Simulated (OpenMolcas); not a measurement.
# SiH2OF2 (SMILES O[SiH](F)F), step by step, part 1 of 3

We compute the energy (HF/ANO-RCC-MB), then a single-point energy (CASSCF(2,2)/ANO-RCC-VDZP), then an energy scan (CASPT2(2,2)/ANO-RCC-VDZP), then an energy scan (SC-NEVPT2(2,2)/ANO-RCC-VDZP), then an energy scan (MC-PDFT[tPBE](2,2)/ANO-RCC-VDZP) of SiH2OF2. 

Program for the calculation: OpenMolcas 26.06.

## (1) The system as given

The species is SiH2OF2 (6 atoms), meant as a singlet with charge 0. SMILES: `O[SiH](F)F`. The coordinates come from a PBE0-D4/def2-TZVP relaxation. This is one conformer, not always the lowest.

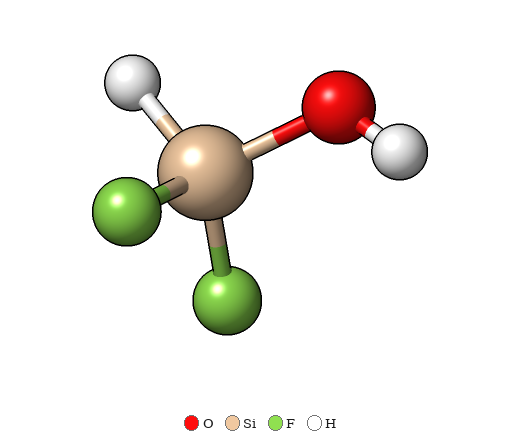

Viewed from a chosen angle; oxygen red, silicon light orange, fluorine green, hydrogen white.

## (2) A single-point energy at HF/ANO-RCC-MB (DKH2) (run 1)

File mol.xyz:

```xyz
6

O      0.027700     1.137900    -0.556400
Si     0.121400    -0.236200     0.285200
F      0.731800    -1.405100    -0.592400
F     -1.315500    -0.739700     0.722100
H     -0.477400     1.183000    -1.369500
H      0.954100    -0.003800     1.464900
```

File step1.input:

```
&gateway
coord=mol.xyz
basis=ANO-RCC-MB
group=NoSym
&seward
&scf
prorbitals=0
&localisation
occupied
freeze
pipek-mezey
&localisation
fileorb=$Project.LocOrb
virtual
pipek-mezey
```

Launch:

```sh
export MOLCAS_MEM=1860
pymolcas step1.input > step1.log
```

The program printed, cut to the lines that bear on the results:

```text
--- Start Module: gateway ---
[...]
--- Stop Module: gateway /rc=_RC_ALL_IS_WELL_ ---
[...]
      Basis functions           26
[...]
       Convergence after   8 Iterations
[...]
::    Total SCF energy                               -564.5662842177
[...]
      Total spin, S                                     0.0000000000
[...]
      Total electronic charge=   42.000000
      Total            charge=   -0.000000
[...]
      Dipole Moment (debye):
      Origin of the operator (angstrom)=   -0.0806   -0.3330    0.0195
                   X=  2.6139E-02               Y=  9.1539E-01               Z= -4.3006E-01           Total=  1.0117E+00
      Quadrupole Moment (debye*angstrom):
[...]
--- Start Module: localisation ---
[...]
--- Stop Module: localisation /rc=_RC_ALL_IS_WELL_ ---
--- Start Module: localisation ---
[...]
--- Stop Module: localisation /rc=_RC_ALL_IS_WELL_ ---
[...]
```

It took 1.8 s on 1 thread of Intel Xeon 6975P-C (Granite Rapids), shared host; peak memory 0.38 GiB.

## (3) The energy at CASSCF(2,2)/ANO-RCC-VDZP (DKH2) (run 2)

mol.xyz is that of step 2.

File step2.inp:

```
&GATEWAY
COORD = mol.xyz
BASIS = ANO-RCC-MB
GROUP = NoSym
&SEWARD
&RASSCF
FILEORB = $CurrDir/step1.LocOrb
ALTER = 2
1 12 21
1 22 26
SPIN = 1
NACTEL = 2 0 0
INACTIVE = 20
RAS2 = 2
ORBLISTING = Nothing
>>> COPY $Project.RunFile RUNFIL1
>>> COPY $Project.RasOrb INPORB
&GATEWAY
COORD = mol.xyz
BASIS = ANO-RCC-VDZP
GROUP = NoSym
&SEWARD
>>> COPY $Project.RunFile RUNFIL2
&EXPBAS
&RASSCF
FILEORB = $Project.ExpOrb
SPIN = 1
NACTEL = 2 0 0
INACTIVE = 20
RAS2 = 2
ORBLISTING = Nothing
```

Launch:

```sh
export MOLCAS_MEM=1860
pymolcas step2.inp > step2.log
```

The program printed, cut to the lines that bear on the results:

```text
--- Start Module: gateway ---
[...]
      Basis functions           26
[...]
      Number of active orbitals                  2
[...]
      Spin quantum number                      0.0
[...]
      Active orbitals                            2
[...]
      Number of CSFs                             3
[...]
      Number of root(s) required                 1
[...]
      Convergence after 11 iterations
[...]
      printout of CI-coefficients larger than  0.05 for root  1
      energy=    -564.584070
      conf/sym  11     Coeff  Weight
             1  20   0.99508 0.99019
             3  02  -0.09906 0.00981
      Natural orbitals and occupation numbers for root  1
      sym 1:   1.980374   0.019626
      ************************************************************************************************************************
      *                                                    Final results                                                     *
[...]
::    RASSCF root number  1 Total energy:   -564.58407013
[...]
      Basis functions           70
[...]
      Convergence after 19 iterations
[...]
::    RASSCF root number  1 Total energy:   -564.98101317
[...]
      Total electronic charge=   42.000000
      Total            charge=   -0.000000
[...]
```

Wall time 9.3 s (1 thread of Intel Xeon 6975P-C (Granite Rapids), shared host); peak memory 0.43 GiB.

## (4) The energy along one coordinate at CASPT2(2,2)/ANO-RCC-VDZP (DKH2, ipea shift 0.25 Eh, pt2 variant SS) (run 3)

File step3.input:

```
* F2H2OSi CASPT2
>>> COPY $CurrDir/step2.RasOrb $Project.RasOrb
>>> ForEach K in (1, 2, 3, 4, 5, 6, 7, 8, 9)
&GATEWAY
COORD = $CurrDir/point$K.xyz
BASIS = ANO-RCC-VDZP
GROUP = NoSym
&SEWARD
&RASSCF
FILEORB = $Project.RasOrb
SPIN = 1
NACTEL = 2 0 0
INACTIVE = 20
RAS2 = 2
ORBLISTING = Nothing
&CASPT2
IMAGINARY = 0.2
FROZEN = 8
>>> EndDo
```

Launch:

```sh
export MOLCAS_MEM=1860
pymolcas step3.input > step3.log
```

The program printed:

```text
--- Start Module: gateway ---

                                              &GATEWAY

                       available to each process: 1.9 GB of memory, 1 thread

++    Symmetry information:
      ---------------------

                    Character Table for C1

                             E
                    a        1  x, y, xy, Rz, z, xz, Ry, yz, Rx, I
--

++    Basis set information:
      ----------------------

      Basis set label: O.ANO-RCC...3S2P1D.

      Electronic valence basis set:
      ------------------
      Associated Effective Charge   8.000000 au
      Associated Actual Charge      8.000000 au
      Nuclear Model: Point charge

      Shell  nPrim  nBasis  Cartesian Spherical Contaminant
         s      14       3        X
         p       9       2        X
         d       4       1                 X

      Basis set label: SI.ANO-RCC...4S3P1D.

      Electronic valence basis set:
      ------------------
      Associated Effective Charge  14.000000 au
      Associated Actual Charge     14.000000 au
      Nuclear Model: Point charge

      Shell  nPrim  nBasis  Cartesian Spherical Contaminant
         s      17       4        X
         p      12       3        X
         d       5       1                 X

      Basis set label: F.ANO-RCC...3S2P1D.

      Electronic valence basis set:
      ------------------
      Associated Effective Charge   9.000000 au
      Associated Actual Charge      9.000000 au
      Nuclear Model: Point charge

      Shell  nPrim  nBasis  Cartesian Spherical Contaminant
         s      14       3        X
         p       9       2        X
         d       4       1                 X

      Basis set label: H.ANO-RCC...2S1P.

      Electronic valence basis set:
      ------------------
      Associated Effective Charge   1.000000 au
      Associated Actual Charge      1.000000 au
      Nuclear Model: Point charge

      Shell  nPrim  nBasis  Cartesian Spherical Contaminant
         s       8       2        X
         p       4       1        X
--

++    Molecular structure info:
      -------------------------

                    ************************************************
                    **** Cartesian Coordinates / bohr, angstrom ****
                    ************************************************

     Center  Label                x              y              z                     x              y              z
        1      O1              -0.043551       2.158882      -1.205815             -0.023046       1.142431      -0.638090
        2      SI2              0.133517      -0.437791       0.384578              0.070654      -0.231669       0.203510
        3      F3               1.287006      -2.646692      -1.273845              0.681054      -1.400569      -0.674090
        4      F4              -2.581831      -1.389268       1.210200             -1.366246      -0.735169       0.640410
        5      H5              -0.902155       2.235546      -2.587980             -0.477400       1.183000      -1.369500
        6      H6               1.707092       0.001381       2.613888              0.903354       0.000731       1.383210

                    ***************************************
                    *    InterNuclear Distances / bohr    *
                    ***************************************

               1 O1            2 SI2           3 F3            4 F4            5 H5            6 H6
    1 O1       0.000000
    2 SI2      3.050150        0.000000
    3 F3       4.986837        2.993351        0.000000
    4 F4       4.986919        2.993338        4.766496        0.000000
    5 H5       1.628944        4.129824        5.509594        5.512418        0.000000
    6 H6       4.723313        2.763844        4.722630        4.722193        6.233706        0.000000

                    *******************************************
                    *    InterNuclear Distances / angstrom    *
                    *******************************************

               1 O1            2 SI2           3 F3            4 F4            5 H5            6 H6
    1 O1       0.000000
    2 SI2      1.614070        0.000000
    3 F3       2.638921        1.584013        0.000000
    4 F4       2.638964        1.584006        2.522321        0.000000
    5 H5       0.862000        2.185409        2.915551        2.917046        0.000000
    6 H6       2.499470        1.462563        2.499108        2.498877        3.298735        0.000000

                    **************************************
                    *    Valence Bond Angles / degree    *
                    **************************************
                          Atom centers                 Phi
                      3 F3       2 SI2      4 F4       105.53
                      3 F3       2 SI2      6 H6       110.17
                      4 F4       2 SI2      6 H6       110.15
--

            Nuclear Potential Energy            189.07416866 au

--- Stop Module: gateway /rc=_RC_ALL_IS_WELL_ ---

--- Start Module: seward ---

                                              &SEWARD

                       available to each process: 1.9 GB of memory, 1 thread

[... 131 lines left out ...]
      Convergence after 13 iterations
[... 12 lines left out ...]
      conf/sym  11     Coeff  Weight
[... 14 lines left out ...]
      RASSCF energy for state  1                   -564.96852716
[... 42 lines left out ...]
      Dipole Moment (debye):
[... 110 lines left out ...]
      Imaginary shift                            0.20
[... 49 lines left out ...]
      Total energy:            -565.6209406162
[... 278 lines left out ...]
                                         RASSCF iterations: Energy and convergence statistics
[... 21 lines left out ...]
      energy=    -564.981011
[... 11 lines left out ...]
++    Final optimization conditions:
[... 17 lines left out ...]
      Von Neumann Entropy (Root   1) =  0.07165
[... 97 lines left out ...]
 ###    WARNING: User changed nr of frozen orbitals.                         ###
[... 89 lines left out ...]
      Reference energy:        -564.9810108986
[... 213 lines left out ...]
      Nuclear repulsion energy =  187.85118063
[... 89 lines left out ...]
      printout of CI-coefficients larger than  0.05 for root  1
[... 9 lines left out ...]
      *                                                    Final results                                                     *
[... 19 lines left out ...]
::    RASSCF root number  1 Total energy:   -564.97441853
[... 86 lines left out ...]
      Spin density orbitals for root   1 are written to the SPDORB.1 file
[... 99 lines left out ...]
  FINAL CASPT2 RESULT:
[... 27 lines left out ...]
::    CASPT2 Root  1     Total energy:   -565.62852788
[... 276 lines left out ...]
      Note: transformation to natural orbitals
[... 8 lines left out ...]
      Natural orbitals and occupation numbers for root  1
[... 20 lines left out ...]
      Final state energy(ies):
[... 88 lines left out ...]
      Natural orbitals for root   1 are written to the RASORB.1 file
[... 72 lines left out ...]
 Compute H0 matrices for state    1
[... 34 lines left out ...]
      Reference weight:           0.85260
[... 288 lines left out ...]
      Convergence after 13 iterations
[... 12 lines left out ...]
      conf/sym  11     Coeff  Weight
[... 14 lines left out ...]
      RASSCF energy for state  1                   -564.90769885
[... 42 lines left out ...]
      Dipole Moment (debye):
[... 110 lines left out ...]
      Imaginary shift                            0.20
[... 50 lines left out ...]
      Total energy:            -565.5597911988
[... 280 lines left out ...]
                                         RASSCF iterations: Energy and convergence statistics
[... 21 lines left out ...]
      energy=    -564.863282
[... 11 lines left out ...]
++    Final optimization conditions:
[... 17 lines left out ...]
      Von Neumann Entropy (Root   1) =  0.41799
[... 97 lines left out ...]
 ###    WARNING: User changed nr of frozen orbitals.                         ###
[... 87 lines left out ...]
      Reference energy:        -564.8632818796
[... 214 lines left out ...]
      Nuclear repulsion energy =  184.79042548
[... 89 lines left out ...]
      printout of CI-coefficients larger than  0.05 for root  1
[... 9 lines left out ...]
      *                                                    Final results                                                     *
[... 19 lines left out ...]
::    RASSCF root number  1 Total energy:   -564.82948579
[... 86 lines left out ...]
      Spin density orbitals for root   1 are written to the SPDORB.1 file
[... 96 lines left out ...]
  FINAL CASPT2 RESULT:
[... 25 lines left out ...]
::    CASPT2 Root  1     Total energy:   -565.46850427
[... 276 lines left out ...]
      Note: transformation to natural orbitals
[... 8 lines left out ...]
      Natural orbitals and occupation numbers for root  1
[... 20 lines left out ...]
      Final state energy(ies):
[... 88 lines left out ...]
      Natural orbitals for root   1 are written to the RASORB.1 file
[... 72 lines left out ...]
 Compute H0 matrices for state    1
[... 32 lines left out ...]
      Reference weight:           0.85668
[... 286 lines left out ...]
      Convergence after 10 iterations
[... 12 lines left out ...]
      conf/sym  11     Coeff  Weight
[... 14 lines left out ...]
      RASSCF energy for state  1                   -564.80455135
[... 42 lines left out ...]
      Dipole Moment (debye):
[... 20 lines left out ...]
      LoProp Charges per center

                   O1       SI2      F3       F4       H5       H6
      Nuclear      8.0000  14.0000   9.0000   9.0000   1.0000   1.0000
      Electronic  -8.4454 -12.3602  -9.5312  -9.5312  -0.9925  -1.1395

      Total       -0.4454   1.6398  -0.5312  -0.5312   0.0075  -0.1395
--

      Natural Bond Order analysis for root number:  1

++    Natural Bond Order analysis
      ---------------------------
      Based on LoProp computed density
      -------------------------------------------------------------------------------------
      Atom A       Atom B       Bond Order
        SI2          H6             0.811
      -------------------------------------------------------------------------------------
      NBO located      1.621 electrons involved in    1 bonds.
      NBO located      0.999 non-bonded electrons on atom O1
      NBO located      0.960 non-bonded electrons on atom SI2
      NBO located      1.000 non-bonded electrons on atom SI2
      NBO located      0.997 non-bonded electrons on atom SI2
      NBO located      0.998 non-bonded electrons on atom SI2
      NBO located      0.997 non-bonded electrons on atom SI2
      NBO located      1.000 non-bonded electrons on atom F3
      NBO located      1.000 non-bonded electrons on atom F4
      NBO located      1.018 non-bonded electrons on atom F4
      NBO located      1.005 non-bonded electrons on atom F4
      The remaining   10.622 electrons are to be considered as diffuse
--

--

      Average orbitals are written to the RASORB file
      Natural orbitals for root   1 are written to the RASORB.1 file
      Spin density orbitals for root   1 are written to the SPDORB.1 file

--- Stop Module: rasscf /rc=_RC_ALL_IS_WELL_ ---
--- Module rasscf spent 1 second ---

--- Start Module: caspt2 ---

                                              &CASPT2

                       available to each process: 1.9 GB of memory, 1 thread

 ###############################################################################
 ###    WARNING: User changed nr of frozen orbitals.                         ###
 ###############################################################################

++    Wave function specifications:
      -----------------------------

      Number of closed shell electrons          24
      Number of electrons in active shells       2
      Max number of holes in RAS1 space          0
      Max number of electrons in RAS3 space      0
      Number of inactive orbitals               12
      Number of active orbitals                  2
      Number of secondary orbitals              48
      Spin quantum number                      0.0
      State symmetry                             1
      Number of CSFs                             3
      Number of CASSCF root(s) available         1
      CASPT2 state passed to geometry opt.       1
      A file JOBMIX will be created
      This is a CASSCF or RASSCF reference function
--

++    Orbital specifications:
      -----------------------

      Symmetry species                           1
                                                 a
      Frozen orbitals                            8
      Inactive orbitals                         12
      Active orbitals                            2
      Secondary orbitals                        48
      Deleted orbitals                           0
      Number of basis functions                 70
--

++    CASPT2 specifications:
      ----------------------

      Type of calculation                        SS-CASPT2
      Fock operator                              state-specific
      IPEA shift                                 0.25
      Real shift                                 0.00
      Imaginary shift                            0.20
      The input orbitals will be transformed to quasi-canonical
--

--------------------------------------------------------------------------------
 Estimated memory requirements:
  POLY3 :                   250070
  RHS:                      349416
  SIGMA :                   433456
  PRPCTL:                        0
 Available workspace:    232487712

++ CASPT2 computation for group   1

********************************************************************************
 Multi-State initialization phase begins for group   1
--------------------------------------------------------------------------------
********************************************************************************
 Compute H0 matrices for state    1
--------------------------------------------------------------------------------
--------------------------------------------------------------------------------
 H0 matrices have been computed.

********************************************************************************
  CASPT2 EQUATION SOLUTION
--------------------------------------------------------------------------------

  Total nr of CASPT2 parameters:
   Before reduction:      245340
   After  reduction:      238974

 Variance of |WF0>:       2.8620523688

 The contributions to the second order correlation energy in atomic units.
-----------------------------------------------------------------------------------------------------------------------------
  IT.      VJTU        VJTI        ATVX        AIVX        VJAI        BVAT        BJAT        BJAI        TOTAL       RNORM
-----------------------------------------------------------------------------------------------------------------------------
   1    -0.000000   -0.000037   -0.000000   -0.008938   -0.012108   -0.000134   -0.042558   -0.561002   -0.624776    0.001373
   2    -0.000000   -0.000037   -0.000000   -0.008966   -0.012113   -0.000134   -0.042626   -0.561011   -0.624888    0.000188
   3    -0.000000   -0.000037   -0.000000   -0.008968   -0.012114   -0.000134   -0.042629   -0.561011   -0.624893    0.000041
   4    -0.000000   -0.000037   -0.000000   -0.008967   -0.012114   -0.000134   -0.042627   -0.561011   -0.624890    0.000004
-----------------------------------------------------------------------------------------------------------------------------

  FINAL CASPT2 RESULT:

      Reference energy:        -564.8045513533
      E2 (Non-variational):      -0.6248897722
      Shift correction:          -0.0021087547
      E2 (Variational):          -0.6269985270
      Total energy:            -565.4315498803
      Residual norm:              0.0000004177
      Reference weight:           0.85817

      Contributions to the CASPT2 correlation energy
      Active & Virtual Only:         -0.0001338385
      One Inactive Excited:          -0.0515942881
      Two Inactive Excited:          -0.5731616457

++ Denominators, etc.
--------------------------------------------------------------------------------------------------------------
 Report on small energy denominators, large coefficients, and large energy contributions.
CASE  SYMM ACTIVE-MIX  NON-ACTIVE INDICES          DENOMINATOR     RHS VALUE       COEFFICIENT     CONTRIBUTION
AIVX     1  Mu1.0003  In1.011 Se1.055               3.70530932     -0.10582245      0.02831028     -0.00299586
--

   (Skipping property calculation,
    use PROP keyword to activate)
--

  Total CASPT2 energies:
::    CASPT2 Root  1     Total energy:   -565.43154988

  A NEW JOBIPH FILE NAMED 'JOBMIX' IS PREPARED.
********************************************************************************
--- Stop Module: caspt2 /rc=_RC_ALL_IS_WELL_ ---

>>> END FOREACH

.##################.
.# Happy landing! #.
.##################.

    Timing: Wall=63.58 User=54.90 System=8.56
```

Run time: 64 s. Hardware: 1 thread of Intel Xeon 6975P-C (Granite Rapids), shared host; peak memory 0.43 GiB.

The scan, from its lowest point:

```tsv
H5–O1 (Å)	energy (kJ/mol)
0.862	35.7
0.958	0.0
1.054	15.8
1.198	83.4
1.389	196.3
1.629	326.0
1.917	435.9
2.300	506.0
2.875	533.0
```

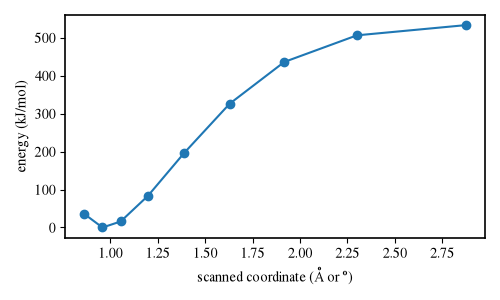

Energy along the scan.

(Continued in part 2 of 3.)
